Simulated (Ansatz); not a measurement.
**How many bands does the GW gap of SrWO4 (I4_1/a) need?**

Wanted: a G0W0 gap for SrWO4 (I4_1/a) that is converged in bands and cutoff, or an estimate of the limit.

Main program and level: Ansatz 0.2.0; G0W0 on LDA, plane waves, PAW.

### Step 1. Starting point

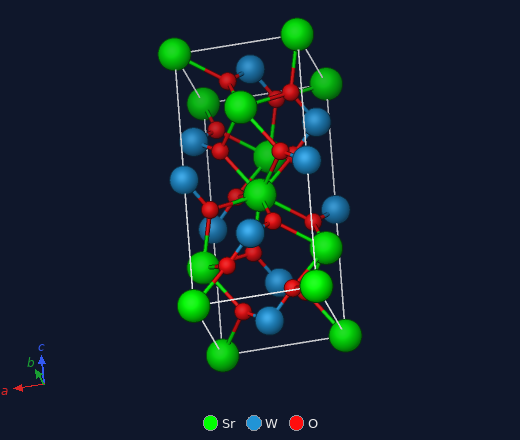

The starting structure, seen from a free direction (strontium green, tungsten blue, oxygen red). This picture shows the conventional cell, with its axes. Some periodic images of atoms are drawn too.

The cell and positions are those that the Materials Project relaxed with its own functionals (PBE, PBE+U or r2SCAN), kept fixed. Spin-orbit coupling is left out unless a step names it. The default PAW set here is soft_2. Its files were made with PBE.

### Step 2. 159 empty bands, screening to 54 eV

Now the one-shot GW correction: screening in the RPA, then the self-energy of the levels asked for.

Contents of input.yaml:

```yaml
crystal:
  lattice:
    - [-2.7201121709, 2.7201121709, 5.9699255756]
    - [2.7201121709, -2.7201121709, 5.9699255756]
    - [2.7201121709, 2.7201121709, -5.9699255756]
  atoms:
    - { symbol: Sr, position: [0.75, 0.25, 0.5] }
    - { symbol: Sr, position: [0.0, 0.0, 0.0] }
    - { symbol: W, position: [0.25, 0.75, 0.5] }
    - { symbol: W, position: [0.5, 0.5, 0.0] }
    - { symbol: O, position: [0.44084291, 0.81857378, 0.09339807] }
    - { symbol: O, position: [0.56857378, 0.97517571, 0.87773087] }
    - { symbol: O, position: [0.09744484, 0.69084291, 0.12226913] }
    - { symbol: O, position: [0.72517571, 0.34744484, 0.90660193] }
    - { symbol: O, position: [0.02482429, 0.90255516, 0.59339807] }
    - { symbol: O, position: [0.65255516, 0.55915709, 0.37773087] }
    - { symbol: O, position: [0.18142622, 0.27482429, 0.62226913] }
    - { symbol: O, position: [0.30915709, 0.43142622, 0.40660193] }
kpoints:
  mp_grid: { grid: [4, 4, 4] }
hamiltonian:
  xc: lda
scf:
  occupations: { method: fixed }
gw:
  n_empty_bands: 159
  ecut_chi: 54
  qp_bands: [v4, c4]
  qp_kpoints: band_edges
  screening: { model: contour_deformation }
```

Started as:

```
ansatz run input.yaml --threads 3 --pin off --max-ram 92160MiB --backend cuda --events-out ev --progress --plain --runs-dir out --devices 1 --max-vram 13GiB  # rebuilt from the run's record
```

Numbers of over 12 decimals in the logs are rounded to 6 here.

Log:

```text
GPUs: using 1 of 1 available (devices: 1).
Engine: ansatz 0.2.0, x86_64-unknown-linux-gnu
Pseudopotentials: kind: paw
Pseudopotential: Sr, paw, valence charge 10, recommended cutoff 420 eV (normal), Sr.paw.azcp
Pseudopotential: W, paw, valence charge 14, recommended cutoff 420 eV (normal), W.paw.azcp
Pseudopotential: O, paw, valence charge 6, recommended cutoff 420 eV (normal), O.paw.azcp
Functional definition: SPW92
  exchange = slater_x
  correlation = pw_c
device memory: the entry about to start is reckoned to put 4.2 GiB on a device that reports 53.4 GiB free (of which the cap on the GPU budget leaves the run 13.0 GiB)
GPU FFT provider: cuFFT
GPU libraries: cuBLAS 13.8.2, cuFFT 12.4.0, cuSOLVER 12.3.4
Crystal: 12 atoms, lattice volume = 176.686 Å³
Basis set: ecut = 420 eV, 3435 PW (Γ)
Bands: 60, of which v1, the nominal top of the filled ones, is band 48 counted from 1 (47 counted from 0)
Symmetry: 8 space group operations
Space group: I41/a (ITA 88), of the structure as read, at distance tolerance 5.6e-5 Å
k-points: 14 of 64
Non-local potential: Sr, projectors of the file, l = 0: 3, l = 1: 2, l = 2: 2
Non-local potential: W, projectors of the file, l = 0: 3, l = 1: 2, l = 2: 2, l = 3: 1
Non-local potential: O, projectors of the file, l = 0: 2, l = 1: 2, l = 2: 1
PAW form: soft (Blöchl's): semilocal exchange-correlation on the pseudo side does not see the compensation charge
PAW frozen core: Sr, regenerated for the run's functional, and the local potential with it (the file was generated under x = pbe(κ = 0.804, μ = 0.219515), c = pbe(β = 0.066725))
PAW frozen core: W, regenerated for the run's functional, and the local potential with it (the file was generated under x = pbe(κ = 0.804, μ = 0.219515), c = pbe(β = 0.066725))
PAW frozen core: O, regenerated for the run's functional, and the local potential with it (the file was generated under x = pbe(κ = 0.804, μ = 0.219515), c = pbe(β = 0.066725))
PAW one-centre angular grid: Sr, 110 points (default); XC on 64 Gauss nodes
PAW one-centre angular grid: W, 590 points (default); XC on 64 Gauss nodes
PAW one-centre angular grid: O, 110 points (default); XC on 64 Gauss nodes
Initial density: superposition of atomic densities (neutral atoms: chi_scale 0, normalization atom), corrected by the library's trained network
Initial wavefunctions: pseudopotential atomic-orbital guess
GPU buffer pool allocated for 110592 grid points (all kernels)
GPU transforms: local potential and band sums: pruned to the plane-wave sphere, on 48×48×48
Functional: x = slater, c = lda
SCF iter   1: F=—  HF=-31602.612229 eV  |F-HF|=—  |Δ(HF+E_count)|=         —  Δρ=1.77e-2  dr2=5.36e-1  ethr=1.77e-3  ⟨swp⟩=5.1  Hψ=3290  notcnv=0  defer=128
preconditioner: auto → Resta (q_TF=auto, 2.465 Å⁻¹)  ε∞=4.6  [insulator: Δε(μ)=4.120 eV  Ē_g=12.833 eV  n_scr=36 (ndim 8)  ℏωp=24.4 eV  f_vac=0.051  ε∞_Penn≈4.6]
SCF iter   2: F=—  HF=-31602.512484 eV  |F-HF|=—  |Δ(HF+E_count)|=   9.97e-2  Δρ=7.43e-3  dr2=9.36e-2  ethr=5.58e-4  ⟨swp⟩=2.1  Hψ=1401  notcnv=0  defer=123
SCF iter   3: F=—  HF=-31602.494425 eV  |F-HF|=—  |Δ(HF+E_count)|=   1.81e-2  Δρ=2.39e-3  dr2=9.07e-3  ethr=9.75e-5  ⟨swp⟩=2.1  Hψ=1122  notcnv=0  defer=140
SCF iter   4: F=—  HF=-31602.491923 eV  |F-HF|=—  |Δ(HF+E_count)|=   2.50e-3  Δρ=4.03e-4  dr2=3.04e-4  ethr=9.45e-6  ⟨swp⟩=3.0  Hψ=1120  notcnv=0  defer=140
SCF iter   5: F=—  HF=-31602.491919 eV  |F-HF|=—  |Δ(HF+E_count)|=   4.61e-6  Δρ=7.94e-5  dr2=1.53e-5  ethr=3.17e-7  ⟨swp⟩=2.1  Hψ=1034  notcnv=0  defer=140
SCF iter   6: F=—  HF=-31602.491921 eV  |F-HF|=—  |Δ(HF+E_count)|=   2.50e-6  Δρ=2.35e-5  dr2=1.13e-6  ethr=1.60e-8  ⟨swp⟩=2.5  Hψ=1374  notcnv=0  defer=116
SCF iter   7: F=-31602.491921 eV  HF=-31602.491921 eV  |F-HF|=7.30e-9  |Δ(HF+E_count)|=   8.92e-8  Δρ=4.82e-6  dr2=5.22e-8  ethr=1.04e-10  ⟨swp⟩=13.1  Hψ=4034  notcnv=0
SCF 1 converged in 7 iterations: F = -31602.491921 eV  dr2 = 5.22e-8
  greatest PAW one-centre occupation: 1.000 electrons in one spin orbital (limit 2), on the W atom at site 3 (counted from 0), in its partial waves of l = 0
device memory: the entry about to start is reckoned to put 5.3 GiB (of the 5.4 GiB reckoned in all, the device holds 0.1 GiB already) on a device that reports 53.3 GiB free (of which the cap on the GPU budget leaves the run 12.9 GiB)
NSCF: frozen V_eff on 14 k-points
the band table was solved once the SCF had ended and its energy, with any forces and stress, was formed, with the checks that follow a solve (3216 applications of the Hamiltonian). They found nothing against the state; the energy, forces and stress were not computed again (output.eigenvalues in the input reference)
device memory: the entry about to start is reckoned to put 4.2 GiB on a device that reports 53.4 GiB free (of which the cap on the GPU budget leaves the run 13.0 GiB)
NSCF: frozen V_eff on 14 k-points
G₀W₀ screening: q 1/14
[... further progress lines ...]
device memory: the entry about to start is reckoned to put 1.3 GiB on a device that reports 60.0 GiB free (of which the cap on the GPU budget leaves the run 13.0 GiB)
NSCF: frozen V_eff on 1 k-points
device memory: the entry about to start is reckoned to put 1.2 GiB on a device that reports 60.0 GiB free (of which the cap on the GPU budget leaves the run 13.0 GiB)
NSCF: frozen V_eff on 1 k-points
SCF converged after 7 iterations
Free energy (F): -31602.491921 eV
Harris-Foulkes:  -31602.491921 eV  (|F-HF|=7.30e-9)
Internal energy: -31602.491921 eV  (E = F + TS)
E sigma→0 (E₀):  -31602.491921 eV
Fermi energy:    6.167227 eV
--- Per-component energies (eV) ---
  E_band       = -797.058169
  E_kinetic    = 2770.744106
  E_local      = -6775.917119  (includes V_loc(G=0)·N_el)
  E_nonlocal   = 822.100726
  E_hartree    = 2281.418010
  E_xc         = -1446.636570
  E_vxc        = -1538.498149  (∫ρ·V_xc dr)
  E_paw        = -22988.220614  (= ΣΔE_a)
  E_vpaw       = -638.345415  (= ΣTr[D̂ρ^β])
  E_aug_tail   = 0.019861  (compensation charges beyond the density's cutoff)
  E_ewald      = -6267.930270
  E_core_change = 1.929949  (= ΣΔE_core)
  E_smearing   = -0.000000  (= −TS)
  E_closure    = 0.000000  (closes the sum)
  Σ components = -31602.491921   (vs F -31602.491921, Δ=0.00e0)
--- Band table (eV; the first three rows and the last of 14) ---
  k-point 0: bands = [... 44 lower, 5.4406, 5.8559, 6.1672, 6.1672, 10.5025, 10.8718, 11.1029, 11.1868, ... 8 higher]
  k-point 1: bands = [... 44 lower, 5.7306, 5.7515, 5.7754, 6.0366, 10.6754, 10.9713, 11.0047, 11.2848, ... 8 higher]
  k-point 2: bands = [... 44 lower, 5.7384, 5.7384, 5.7937, 5.7937, 10.7190, 10.7190, 11.1987, 11.1987, ... 8 higher]
  k-point 13: bands = [... 44 lower, 5.8252, 5.8252, 6.0866, 6.0866, 10.6081, 10.6081, 10.8963, 10.8963, ... 8 higher]
--- G₀W₀: contour deformation, 6 samples at zero and on the imaginary axis and 0 off it, 64 q-points, 159 empty bands' worth ---
  eigenvalues of the whole cell's RPA ε∞ on this k-mesh (on a slab, of 1 + 4πα/V) = 3.4857, 3.4857, 3.5389; static W/v taken at q = 0 is 0.285660
  bands read: the sum over 207 bands ends inside a degenerate multiplet in 3 slots, whose members it reads at an even weight; the widest, k=2: bands 207 to 208 (counted from 1) at 1/2 each
  gw.qp_kpoints: band_edges: 14 of 14 stored k-points solved, in 1 pass; an edge of the gap read off the rows below is read off those points alone
    ik  band        ε_KS         Σx   Σc(E_QP)       V_xc       Z   E_QP_lin       E_QP  E_QP is
     0    45      5.4406   -25.1477     4.5338   -20.2208  0.7618     5.0454     5.0475  root
     0    46      5.8559   -25.3955     4.5779   -20.4698  0.7615     5.5066     5.5081  root
     0    47      6.1672   -25.7519     4.5869   -20.8418  0.7622     5.8427     5.8440  root
     0    48      6.1672   -25.7519     4.5869   -20.8418  0.7622     5.8427     5.8440  root
     0    49     10.5025   -14.9513    -3.8203   -20.8230  0.8082    12.6001    12.5540  root
     0    50     10.8718   -15.3188    -3.7479   -21.1376  0.8068    12.9905    12.9427  root
     0    51     11.1029   -15.3338    -3.6585   -21.0448  0.7994    13.2058    13.1554  root
     0    52     11.1868   -16.1885    -3.6362   -21.9705  0.8000    13.3870    13.3326  root
     1    45      5.7306   -25.2498     4.5801   -20.2856  0.7611     5.3446     5.3465  root
     1    46      5.7515   -25.5000     4.5659   -20.5696  0.7623     5.3853     5.3870  root
     1    47      5.7754   -25.2992     4.6060   -20.3136  0.7612     5.3940     5.3959  root
     1    48      6.0366   -25.5767     4.5962   -20.6397  0.7611     5.6944     5.6959  root
     1    49     10.6754   -15.3402    -3.7106   -21.1306  0.8045    12.8036    12.7552  root
     1    50     10.9713   -16.0314    -3.6196   -21.7834  0.7983    13.1576    13.1037  root
     1    51     11.0047   -15.7503    -3.6791   -21.5326  0.8031    13.1583    13.1079  root
     1    52     11.2848   -16.5916    -3.5723   -22.3281  0.7962    13.5059    13.4490  root
     2    45      5.7384   -25.3246     4.6189   -20.3213  0.7597     5.3520     5.3540  root
     2    46      5.7384   -25.3246     4.6189   -20.3213  0.7597     5.3520     5.3540  root
     2    47      5.7937   -25.3470     4.5717   -20.4053  0.7617     5.4219     5.4237  root
     2    48      5.7937   -25.3470     4.5717   -20.4053  0.7617     5.4219     5.4237  root
     2    49     10.7190   -15.4290    -3.6262   -21.1469  0.8036    12.8591    12.8106  root
     2    50     10.7190   -15.4290    -3.6262   -21.1469  0.8036    12.8591    12.8106  root
     2    51     11.1987   -16.3414    -3.5984   -22.0891  0.7980    13.4029    13.3480  root
     2    52     11.1987   -16.3414    -3.5984   -22.0891  0.7980    13.4029    13.3480  root
[...]
13    45      5.8252   -25.4153     4.5585   -20.4988  0.7614     5.4656     5.4672  root
    13    46      5.8252   -25.4153     4.5585   -20.4988  0.7614     5.4656     5.4672  root
    13    47      6.0866   -25.6787     4.5840   -20.7629  0.7623     5.7533     5.7548  root
    13    48      6.0866   -25.6787     4.5840   -20.7629  0.7623     5.7533     5.7548  root
    13    49     10.6081   -14.5090    -3.7615   -20.2813  0.8099    12.6624    12.6190  root
    13    50     10.6081   -14.5090    -3.7615   -20.2813  0.8099    12.6624    12.6190  root
    13    51     10.8963   -15.5232    -3.6990   -21.3128  0.8055    13.0357    12.9869  root
    13    52     10.8963   -15.5232    -3.6990   -21.3128  0.8055    13.0357    12.9869  root
```

Wall time 14 s (1 × NVIDIA H100 80GB HBM3 (shared by 6 runs) with 3 threads of AMD EPYC 7R13 (Zen 3), shared host); peak memory 1.3 GiB.

Reading the cycles: dr2 is the Hartree energy of the density residual (eV), the measure of convergence; HF is the Harris–Foulkes estimate of the energy, which meets the free energy F at convergence.

Numbers from this step:

- bands summed: 207
- RPA ε∞ on this mesh (eigenvalues): 3.486, 3.486, 3.539
- plane waves in the screening matrix: 155
- q-points in the mesh: 64
- G0W0 gap on the mesh: 6.710 eV
- k of the valence top: 0, 0, 0
- k of the conduction bottom: 0, 0, 0
- starting gap on the mesh: 4.335 eV
- Z at the valence top: 0.7622
- Z at the conduction bottom: 0.8082
- least direct G0W0 gap on the computed points: 6.710 eV

The gap on the mesh goes from 4.34 eV to 6.71 eV, a correction of +2.37 eV. Between the two edge states, bare exchange in place of the xc potential would open the gap by 10.78 eV, and correlation takes back 8.41 eV.

### Step 3. 450 empty bands, screening to 108 eV

Another rung: the empty bands reach about as high as the screening cutoff, so the two stay in balance.

Changes to input.yaml since step 2:

```diff
@@ -25,4 +25,4 @@
 gw:
-  n_empty_bands: 159
-  ecut_chi: 54
+  n_empty_bands: 450
+  ecut_chi: 108
   qp_bands: [v4, c4]
```

Log:

```text
GPUs: using 1 of 1 available (devices: 1).
[...]
GPU FFT provider: cuFFT
GPU libraries: cuBLAS 13.8.2, cuFFT 12.4.0, cuSOLVER 12.3.4
Crystal: 12 atoms, lattice volume = 176.686 Å³
Basis set: ecut = 420 eV, 3435 PW (Γ)
Bands: 60, of which v1, the nominal top of the filled ones, is band 48 counted from 1 (47 counted from 0)
Symmetry: 8 space group operations
[...]
k-points: 14 of 64
[...]
GPU buffer pool allocated for 110592 grid points (all kernels)
[...]
SCF iter   1: F=—  HF=-31602.612229 eV  |F-HF|=—  |Δ(HF+E_count)|=         —  Δρ=1.77e-2  dr2=5.36e-1  ethr=1.77e-3  ⟨swp⟩=5.1  Hψ=3290  notcnv=0  defer=128
[...]
SCF iter   7: F=-31602.491921 eV  HF=-31602.491921 eV  |F-HF|=7.30e-9  |Δ(HF+E_count)|=   8.92e-8  Δρ=4.82e-6  dr2=5.22e-8  ethr=1.04e-10  ⟨swp⟩=13.1  Hψ=4034  notcnv=0
SCF 1 converged in 7 iterations: F = -31602.491921 eV  dr2 = 5.22e-8
[...]
NSCF: frozen V_eff on 14 k-points
[...]
G₀W₀ screening: q 1/14
[... further progress lines ...]
[...]
SCF converged after 7 iterations
Free energy (F): -31602.491921 eV
[...]
Internal energy: -31602.491921 eV  (E = F + TS)
E sigma→0 (E₀):  -31602.491921 eV
Fermi energy:    6.167227 eV
[...]
--- Band table (eV; the first three rows and the last of 14) ---
  k-point 0: bands = [... 44 lower, 5.4406, 5.8559, 6.1672, 6.1672, 10.5025, 10.8718, 11.1029, 11.1868, ... 8 higher]
  k-point 1: bands = [... 44 lower, 5.7306, 5.7515, 5.7754, 6.0366, 10.6754, 10.9713, 11.0047, 11.2848, ... 8 higher]
  k-point 2: bands = [... 44 lower, 5.7384, 5.7384, 5.7937, 5.7937, 10.7190, 10.7190, 11.1987, 11.1987, ... 8 higher]
  k-point 13: bands = [... 44 lower, 5.8252, 5.8252, 6.0866, 6.0866, 10.6081, 10.6081, 10.8963, 10.8963, ... 8 higher]
[...]
0    45      5.4406   -25.1477     4.2882   -20.2208  0.7536     4.7962     4.8020  root
     0    46      5.8559   -25.3955     4.3334   -20.4698  0.7531     5.2590     5.2637  root
     0    47      6.1672   -25.7519     4.3420   -20.8418  0.7532     5.5950     5.5991  root
     0    48      6.1672   -25.7519     4.3420   -20.8418  0.7532     5.5950     5.5991  root
     0    49     10.5025   -14.9513    -4.2003   -20.8230  0.8011    12.2031    12.1738  root
     0    50     10.8718   -15.3188    -4.1320   -21.1376  0.7995    12.5887    12.5585  root
     0    51     11.1029   -15.3338    -4.0168   -21.0448  0.7912    12.8297    12.7971  root
     0    52     11.1868   -16.1885    -4.0252   -21.9705  0.7919    12.9783    12.9437  root
[...]
13    49     10.6081   -14.5090    -4.1283   -20.2813  0.8030    12.2798    12.2520  root
    13    50     10.6081   -14.5090    -4.1283   -20.2813  0.8030    12.2798    12.2520  root
    13    51     10.8963   -15.5232    -4.0816   -21.3128  0.7980    12.6353    12.6043  root
    13    52     10.8963   -15.5232    -4.0816   -21.3128  0.7980    12.6353    12.6043  root
```

Elapsed: 38 s, on 1 × NVIDIA H100 80GB HBM3 (shared by 6 runs) with 3 threads; peak memory 1.9 GiB.

Numbers from this step:

```
bands summed                                 : 498
RPA ε∞ on this mesh (eigenvalues)            : 3.461, 3.461, 3.520
plane waves in the screening matrix          : 439
q-points in the mesh                         : 64
G0W0 gap on the mesh                         : 6.575 eV
k of the valence top                         : 0, 0, 0
k of the conduction bottom                   : 0, 0, 0
starting gap on the mesh                     : 4.335 eV
Z at the valence top                         : 0.7532
Z at the conduction bottom                   : 0.8011
least direct G0W0 gap on the computed points : 6.575 eV
```

Against the run with 4×4×4 mesh, 159 empty bands, screening to 54 eV, the gap moves by −0.14 eV.

### Step 4. 968 empty bands, screening to 180 eV

Changes to input.yaml since step 3:

```diff
@@ -25,4 +25,4 @@
 gw:
-  n_empty_bands: 450
-  ecut_chi: 108
+  n_empty_bands: 968
+  ecut_chi: 180.0
   qp_bands: [v4, c4]
```

Log:

```text
GPUs: using 1 of 1 available (devices: 1).
[...]
GPU FFT provider: cuFFT
GPU libraries: cuBLAS 13.8.2, cuFFT 12.4.0, cuSOLVER 12.3.4
Crystal: 12 atoms, lattice volume = 176.686 Å³
Basis set: ecut = 420 eV, 3435 PW (Γ)
Bands: 60, of which v1, the nominal top of the filled ones, is band 48 counted from 1 (47 counted from 0)
Symmetry: 8 space group operations
[...]
k-points: 14 of 64
[...]
0    52     11.1868   -16.1885    -4.2786   -21.9705  0.7882    12.7150    12.6902  root
[...]
13    49     10.6081   -14.5090    -4.3482   -20.2813  0.7999    12.0526    12.0321  root
    13    50     10.6081   -14.5090    -4.3482   -20.2813  0.7999    12.0526    12.0321  root
    13    51     10.8963   -15.5232    -4.3210   -21.3128  0.7946    12.3873    12.3648  root
    13    52     10.8963   -15.5232    -4.3210   -21.3128  0.7946    12.3873    12.3648  root
[key lines of the parts left out:]
SCF converged after 7 iterations
Free energy (F): -31602.491921 eV
Fermi energy:    6.167227 eV
```

Wall time 2.7 min (1 × NVIDIA H100 80GB HBM3 (shared by 6 runs) with 3 threads); peak memory 3.4 GiB; 4.8 min of CPU time.

This step gave:

```yaml
bands_summed: 1016
rpa_eps_infinity_on_this_mesh_eigenvalues: 3.451, 3.451, 3.508
plane_waves_in_the_screening_matrix: 989
g0w0_gap_on_the_mesh: 6.594 eV
k_of_the_valence_top: 0, 0, 0
k_of_the_conduction_bottom: 0, 0, 0
starting_gap_on_the_mesh: 4.335 eV
least_direct_g0w0_gap_on_the_computed_points: 6.594 eV
```

Against the run with 4×4×4 mesh, 450 empty bands, screening to 108 eV, the gap moves by +0.019 eV.

[end of part 1 of 2]

[Paths, hosts, dates, memory and timing lines, banners, echoed tables and standing remarks are left out of the program output.]

[Logs are printed without paths, hosts, clocks, repeated set-up lines and the standing remarks that a program may print on its own settings, such as how far it seeks lower states.]

[Runs of the session that timed out or met a known fault of the program may be left out.]

[Cells called generated may have been cut or substituted from an entry of the Crystallography Open Database or the Materials Project.]

[Hosts, paths, dates, database ids (printed as entryN), source tags and the programs' standing remarks are cut or masked in the printed files.]
